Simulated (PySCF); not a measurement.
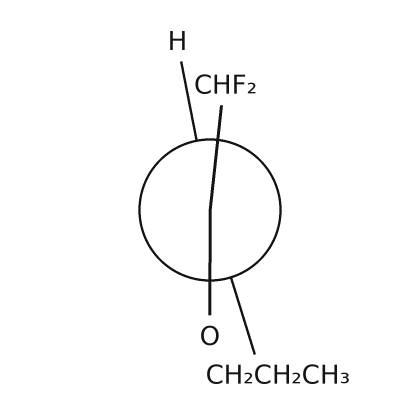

A Newman projection along the C–N bond, carbon in front; angles are drawn as computed, but eclipsed bonds slightly apart. Geometry: a frame of a GFN2-xTB molecular-dynamics simulation, not a minimum.

Which molecule is it?

Answer. C5H9F2NO, CCCNC(=O)C(F)F

What is the torsion angle from the front O to the back CH2CH2CH3? The sign is positive where the front bond must turn clockwise to cover the back bond.

Answer. −3°, synperiplanar (eclipsed).
